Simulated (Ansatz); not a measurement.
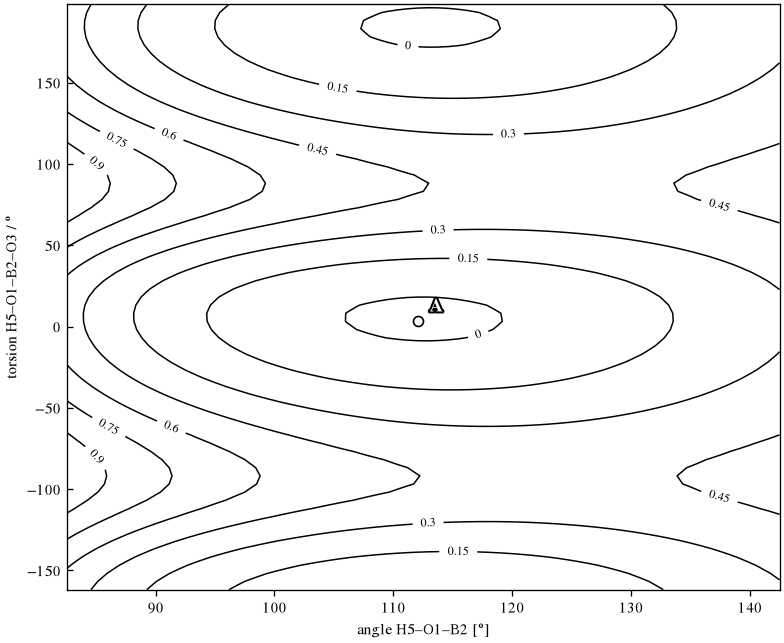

BH5O2Si, SMILES OBO[SiH3]. Two internal coordinates are moved rigidly from the geometry relaxed at PBE0-D4/def2-TZVP, all others fixed. Coordinates scanned: (1) angle H5–O1–B2; (2) torsion H5–O1–B2–O3. Grid: 5 × 6 points. Points are written as (first, second). Energies are in eV, from the lowest grid point. The calculation used RKS PBE-D4/def2-TZVPP in Ansatz 0.2.0.

Drawn: contour lines labelled in eV, the point A. Between grid points the surface is interpolated.

> Find the lowest pass out of the well at A.

The easiest path leads from the well at about (112°, 5°) to a well of about the same depth at about (113°, 185°). Its highest point lies about 0.44 eV above the bottom of the first well on the interpolated surface, at about (122°, −90°). This is the barrier on the constrained surface; relaxing the other coordinates would change it.

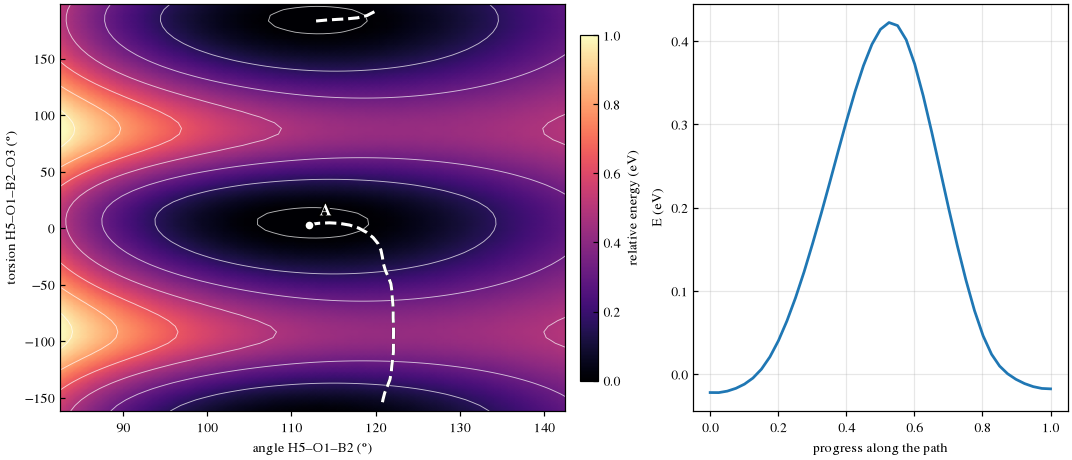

The picture shows a smooth colour map with a few white contour lines, a line along the lowest path, the energy along the path at the right. Between grid points the surface is interpolated.
